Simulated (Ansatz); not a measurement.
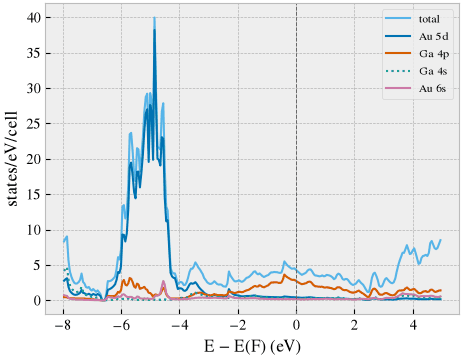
Fig. 1. Total and projected density of states of SrGa2Au2 in space group P4/nmm (No. 129; Pearson symbol tP10), r²SCAN in the plane-wave PAW code Ansatz

**Question.** Which orbitals carry the states next to the Fermi level?

**Answer.** Within 0.5 eV of the Fermi level: Ga 4p 64 %, Au 5d 10 %, Ga 4s 6 %, outside the projected shells 15 %. Projections are on Löwdin-orthogonalised atomic valence shells; empty p or d shells of many metals are not among them.

**Question.** Where is the tallest occupied peak in this window, and what makes it?

**Answer.** Near -4.8 eV, about 40 states/eV per cell; the largest projected share is Au 5d.

The workflow started from a Materials Project entry (that database holds measured and hypothetical structures alike); the Crystallography Open Database copy checked does not list it. Whether it is the stable phase at ambient conditions was not checked. Symmetry was held in the r²SCAN relaxation; whether a distortion lowers the energy is not shown. Scalar-relativistic: spin–orbit coupling is off unless named, which matters more the heavier the elements.

Potentials: the later of the program's two PAW sets.
